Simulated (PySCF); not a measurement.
**trichlorosilane (SiHCl3): electronic excitations and core binding energies**

Aim: predict the electronic excitations and core binding energies of trichlorosilane (SiHCl3) (`Cl[SiH](Cl)Cl`).

Computed with PySCF 2.14.0, with density-fitted response routines of our own, on a single molecule in the gas phase. Atoms are numbered from 0 throughout.

**1. The molecule as given**

5 atoms, charge 0, multiplicity 1; geometry from: GFN2-xTB.

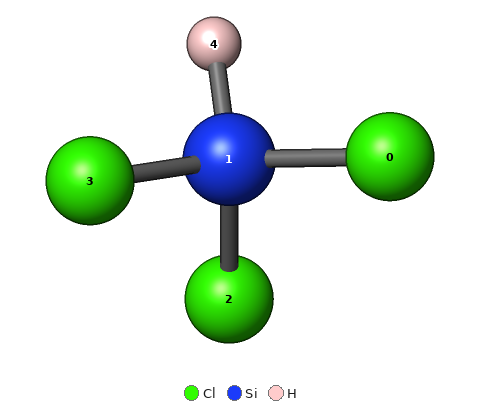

As it starts; chlorine green, silicon blue, hydrogen pink, atoms numbered; sticks join atoms by distance.

**2. Ultraviolet spectrum: CAM-B3LYP/def2-SVPD**

The job: settings as JSON, then the geometry in Å.

```
{"job": {"kind": "uv", "xc": "CAM-B3LYP", "basis": "def2-SVPD", "nstates": 8, "ntriplets": 3}, "charge": 0, "multiplicity": 1}
Cl    -0.699528     1.742426    -0.620694
Si    -0.007381     0.000296     0.105579
Cl    -1.079098    -1.520417    -0.655621
Cl     1.926308    -0.219755    -0.397166
H     -0.131680     0.000302     1.550717
```

Method: TDDFT CAM-B3LYP/def2-SVPD, vertical, gas phase, core orbitals frozen in the response.

What it wrote:

```text
coarse grid: 7120 points
cycle   1  E = -1670.1532176156  dE =  4.630e-01  |g| = 4.059e-01  |ddm| = 2.650e+00
cycle   2  E = -1670.1561632987  dE = -2.946e-03  |g| = 4.129e-01  |ddm| = 1.206e+00
cycle   3  E = -1670.2042517514  dE = -4.809e-02  |g| = 1.566e-02  |ddm| = 5.676e-01
cycle   4  E = -1670.2043451437  dE = -9.339e-05  |g| = 5.324e-03  |ddm| = 4.767e-02
cycle   5  E = -1670.2043542051  dE = -9.061e-06  |g| = 1.341e-03  |ddm| = 1.029e-02
final grid: 52536 points
cycle   6  E = -1670.3784924559  dE = -5.163e-06  |g| = 2.253e-03  |ddm| = 1.880e-02
cycle   7  E = -1670.3784931389  dE = -6.831e-07  |g| = 1.442e-03  |ddm| = 5.034e-03
cycle   8  E = -1670.3784936139  dE = -4.750e-07  |g| = 1.315e-04  |ddm| = 2.104e-03
cycle   9  E = -1670.3784936189  dE = -4.971e-09  |g| = 3.841e-05  |ddm| = 2.216e-04
cycle  10  E = -1670.3784936194  dE = -4.718e-10  |g| = 6.680e-06  |ddm| = 6.941e-05
converged SCF energy = -1670.3784936194

Static polarisability (au): isotropic 63.293, principal 54.518 67.676 67.685

Singlet excitations
state   eV       nm        f      main configurations
  1   8.0972    153.1   0.00000   H->L 0.80, H->L+1 0.08
  2   8.4234    147.2   0.00921   H-2->L 0.52, H-1->L+2 0.24
  3   8.4244    147.2   0.00878   H-3->L 0.53, H-1->L+3 0.24
  4   8.4316    147.0   0.05737   H-1->L 0.72, H-1->L+1 0.13
  5   8.6295    143.7   0.01659   H->L+2 0.64, H-1->L+3 0.09
  6   8.6304    143.7   0.01642   H->L+3 0.64, H-1->L+2 0.09
  7   8.9175    139.0   0.10084   H-1->L+2 0.20, H-1->L+3 0.13, H-2->L+2 0.10
  8   8.9191    139.0   0.10133   H-1->L+3 0.20, H-1->L+2 0.13, H-3->L+2 0.10

Triplet excitations (Tamm-Dancoff, eV): 7.6384 7.8723 7.8928
```

It took 8.9 s on 1 thread, shared host.

Frontier orbitals and where they lie:

| orbital | eV | atoms |
| --- | --- | --- |
| HOMO−3 | -11.27 | Cl3 52 %, Cl2 27 %, Cl0 16 % |
| HOMO−2 | -11.27 | Cl0 47 %, Cl2 36 %, Cl3 12 % |
| HOMO−1 | -11.08 | Cl0 22 %, Cl2 22 %, Cl3 22 % |
| HOMO | -10.82 | Cl0 33 %, Cl2 33 %, Cl3 33 % |
| LUMO | 0.77 | Cl3 25 %, Cl2 25 %, Cl0 24 % |
| LUMO+1 | 1.11 | Si1 39 %, H4 16 %, Cl2 15 % |
| LUMO+2 | 1.17 | Cl2 27 %, Si1 26 %, Cl0 20 % |

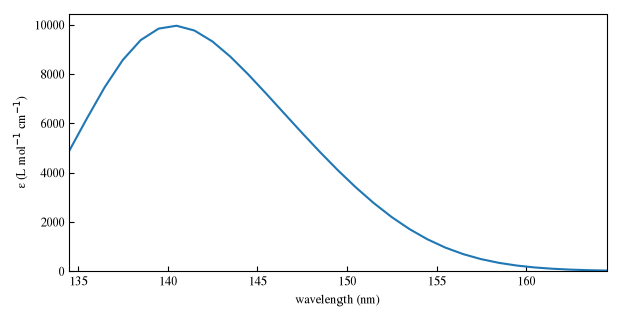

Absorption spectrum: each of the 8 states is a Gaussian band of 0.4 eV half-width at 1/e. Beyond the last state computed it falls off for lack of states.

Ground-state properties from the same run:

```
           property  computed
  dipole moment (D)      0.85
polarisability (Å³)      9.38
 HOMO–LUMO gap (eV)     11.60
      −ε(HOMO) (eV)     10.82
```

**3. X-ray photoelectron lines: SCAN, X2C**

The job: settings as JSON, then the geometry in Å.

```
{"job": {"kind": "xps"}, "charge": 0, "multiplicity": 1}
Cl    -0.699528     1.742426    -0.620694
Si    -0.007381     0.000296     0.105579
Cl    -1.079098    -1.520417    -0.655621
Cl     1.926308    -0.219755    -0.397166
H     -0.131680     0.000302     1.550717
```

With the program's defaults for keys left out, this is: delta-SCF UKS SCAN, pcX-2 on the ionised atom, pcseg-1 elsewhere, spin-free X2C.

What it wrote:

```text
ground state, core basis on atom 0 (Cl), 119 functions
  cycle   1  E = -1675.40827221  |g| = 3.69e-01
  cycle   2  E = -1675.37934770  |g| = 4.99e-01
  cycle   3  E = -1675.44371295  |g| = 6.16e-02
  cycle   4  E = -1675.44461354  |g| = 2.19e-02
  cycle   5  E = -1675.44473576  |g| = 3.16e-03
  cycle   6  E = -1675.44473951  |g| = 1.63e-03
  cycle   7  E = -1675.44473736  |g| = 3.40e-04
  E(ground) = -1675.47311357 Eh
hole in Cl 1s of atom 0
  cycle   1  E = -1570.21727854  |g| = 5.47e+00
  cycle   2  E = -1570.70963303  |g| = 2.14e+00
  cycle   3  E = -1571.19684012  |g| = 7.23e-01
  cycle   4  E = -1571.41552251  |g| = 2.64e-01
  cycle   5  E = -1571.45144817  |g| = 1.14e-01
  cycle   6  E = -1571.45883736  |g| = 2.71e-02
  cycle   7  E = -1571.45914301  |g| = 1.00e-02
  cycle   8  E = -1571.45918733  |g| = 1.52e-03
  cycle   9  E = -1571.45919069  |g| = 3.49e-04
  E(ion) = -1571.49469802 Eh   <S^2> = 0.7520   hole on atom = 1.000   binding energy = 2829.397 eV
hole in Cl 2p of atom 0
  cycle   1  E = -1667.35233987  |g| = 1.70e+00
  cycle   2  E = -1667.36007155  |g| = 1.24e+00
  cycle   3  E = -1667.76405754  |g| = 2.75e-01
  cycle   4  E = -1667.79992653  |g| = 1.50e-01
  cycle   5  E = -1667.81318698  |g| = 4.32e-02
  cycle   6  E = -1667.81415160  |g| = 9.72e-03
  cycle   7  E = -1667.81419396  |g| = 2.70e-03
  cycle   8  E = -1667.81419853  |g| = 4.29e-04
  E(ion) = -1667.85078943 Eh   <S^2> = 0.7519   hole on atom = 1.001   binding energy = 207.414 eV
  2p3/2 = 206.822 eV   2p1/2 = 208.476 eV
ground state, core basis on atom 1 (Si), 119 functions
  cycle   1  E = -1675.36304693  |g| = 2.92e-01
  cycle   2  E = -1675.36272546  |g| = 6.83e-02
  cycle   3  E = -1675.36213712  |g| = 7.58e-02
  cycle   4  E = -1675.36355172  |g| = 9.86e-03
  cycle   5  E = -1675.36358517  |g| = 5.62e-04
  cycle   6  E = -1675.36358443  |g| = 1.21e-04
  E(ground) = -1675.36651110 Eh
hole in Si 1s of atom 1
  cycle   1  E = -1606.32749454  |g| = 4.35e+00
  cycle   2  E = -1605.70703322  |g| = 2.53e+00
  cycle   3  E = -1606.25525387  |g| = 1.31e+00
  cycle   4  E = -1607.30079930  |g| = 3.91e-01
  cycle   5  E = -1607.38570208  |g| = 4.89e-02
  cycle   6  E = -1607.38633444  |g| = 1.16e-02
  cycle   7  E = -1607.38640606  |g| = 3.45e-03
  cycle   8  E = -1607.38641194  |g| = 1.30e-03
  cycle   9  E = -1607.38641062  |g| = 6.21e-04
  cycle  10  E = -1607.38641390  |g| = 3.57e-04
  E(ion) = -1607.39196184 Eh   <S^2> = 0.7522   hole on atom = 1.000   binding energy = 1849.682 eV
hole in Si 2p of atom 1
  cycle   1  E = -1670.99491352  |g| = 1.25e+00
  cycle   2  E = -1670.33572495  |g| = 1.56e+00
  cycle   3  E = -1671.17506252  |g| = 4.94e-01
  cycle   4  E = -1671.31782657  |g| = 1.05e-01
  cycle   5  E = -1671.32382394  |g| = 1.12e-02
  cycle   6  E = -1671.32388730  |g| = 2.47e-03
  cycle   7  E = -1671.32389046  |g| = 8.76e-04
  cycle   8  E = -1671.32389228  |g| = 7.19e-04
  cycle   9  E = -1671.32389002  |g| = 1.09e-04
  E(ion) = -1671.33347418 Eh   <S^2> = 0.7518   hole on atom = 1.003   binding energy = 109.745 eV
  2p3/2 = 109.579 eV   2p1/2 = 110.206 eV
```

Run time: 11 s. Hardware: 1 thread, shared host.

The holes in one table. −ε is the ground-state orbital energy:

```csv
hole,stands for,environment,ΔSCF (eV; 2p as the shell's mean),−ε (eV),⟨S²⟩
Cl1s on Cl0,"Cl0, Cl2, Cl3",chlorine bonded to Si,2829.40,2764.3,0.752
Cl2p on Cl0,"Cl0, Cl2, Cl3",chlorine bonded to Si,207.37,194.2,0.752
Si1s on Si1,Si1,"silicon bonded to 3 Cl, H",1849.68,1796.4,0.752
Si2p on Si1,Si1,"silicon bonded to 3 Cl, H",109.79,99.0,0.752
```

Each hole run stands for the others of its class of like atoms.

With the spin-orbit splitting: Cl0 2p3/2 206.82, 2p1/2 208.48 eV; Si1 2p3/2 109.58, 2p1/2 110.21 eV. The table gives each 2p level as the mean over the whole 2p shell (two parts 2p3/2, one part 2p1/2), which differs a little from the single hole in the log.

**4. What came out**

| quantity | value |
| --- | --- |
| lowest singlet (CAM-B3LYP/def2-SVPD) | 8.10 eV (153 nm), f = 0.000 |
| brightest single state of those computed | state 8, 8.92 eV, f = 0.101 |
| lowest triplet | 7.64 eV |
| Cl1s binding energies, SCAN/pcX-2 | Cl0 2829.40 eV |
| Cl2p binding energies, SCAN/pcX-2 | Cl0 207.37 eV |
| Si1s binding energies, SCAN/pcX-2 | Si1 1849.68 eV |
| Si2p binding energies, SCAN/pcX-2 | Si1 109.79 eV |

In words: The first singlet state (HOMO→LUMO 0.80, HOMO→LUMO+1 0.08) lies at 8.10 eV and is dark; of the 8 states computed, the strongest absorption comes from states 7 to 8 together at 8.92 eV (the last computed, so partners may be missing). The lowest triplet lies 0.46 eV below the lowest singlet (triplets in Tamm-Dancoff, singlets in full TDDFT).
